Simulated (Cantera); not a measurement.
Input: 1 mol SiF4, 3 mol O2, a varied amount of H2, held at 1998 K and 17000 Pa.

These are equilibrium values from Cantera (NASA tables, ideal gas, pure condensed phases), not measurements of a reactor. Candidate condensed phases: H2O, Si, SiO2; 38 gas species. The tables' values for SiF3 are old estimates; treat these amounts as uncertain. The tables hold silica as quartz up to 1696 K and as liquid above; real silica turns to tridymite and cristobalite and melts near 1996 K. Gases not in the tables: Si(OH)4. The numbers say what is thermodynamically allowed, not how fast it happens.

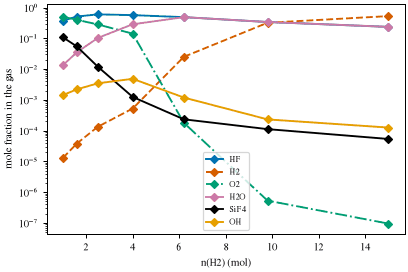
Equilibrium gas composition (values under 1e-9 drawn at 1e-9)

### Question
Read off the mole fractions at 4 mol H2.

### Answer
HF about 0.57, H2O about 0.29, O2 about 0.14, OH about 0.0048, SiF4 about 0.0012, H2 about 0.00052.
